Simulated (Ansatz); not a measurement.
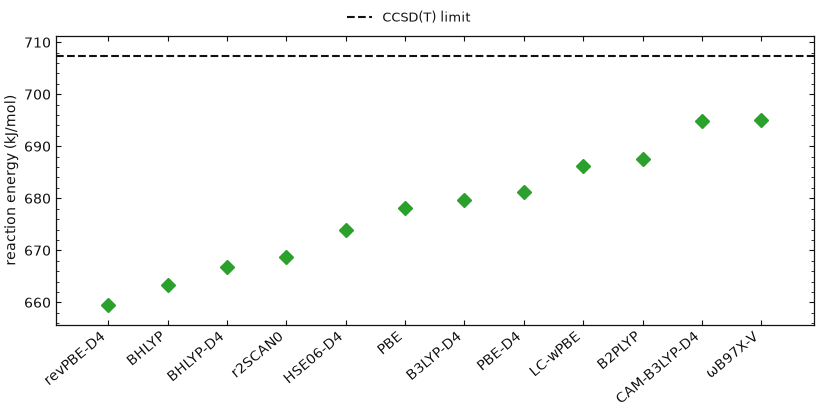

Electronic reaction energy of SiH₃O₃F (O[Si](O)(O)F) → F ([F]) [doublet] + SiH₃O₃ (O[Si](O)O) [doublet] (SMILES in brackets) at several levels (functionals in def2-TZVPP unless a basis is named), isolated molecules at PBE0-D4 triple-zeta geometries, minima by their frequencies, no zero-point or thermal terms, the Ansatz code. The line is frozen-core CCSD(T) at the basis limit (MP2 extrapolated from triple and quadruple zeta, plus CCSD(T) less MP2 in a smaller set). B2PLYP holds a correlation term that converges slowly with the basis, so part of the distance to the limit is basis error. No dispersion term is added to BHLYP, r2SCAN0, PBE, LC-wPBE and B2PLYP. The limit lies 17.5 kJ/mol from CCSD(T)/def2-TZVPP, so the line itself is uncertain by a part of that.

Q: What do zero-point energy and temperature add?

A: Zero-point change −11.4 kJ/mol; at 298.15 K and 1 bar the CCSD(T) limit plus thermal terms gives an enthalpy of reaction of 700.2 and a free energy of 653.3 kJ/mol (harmonic PBE0-D4 modes, ideal gas).

Q: Give the values.

A:
```
        level  kJ/mol  less CCSD(T) limit
    revPBE-D4   659.5               −47.9
        BHLYP   663.4               −44.0
     BHLYP-D4   666.9               −40.5
      r2SCAN0   668.8               −38.6
     HSE06-D4   673.8               −33.6
          PBE   678.2               −29.2
     B3LYP-D4   679.7               −27.7
       PBE-D4   681.3               −26.1
      LC-wPBE   686.3               −21.1
       B2PLYP   687.5               −19.9
 CAM-B3LYP-D4   694.9               −12.5
      ωB97X-V   695.0               −12.4
CCSD(T) limit   707.4                 0.0
```
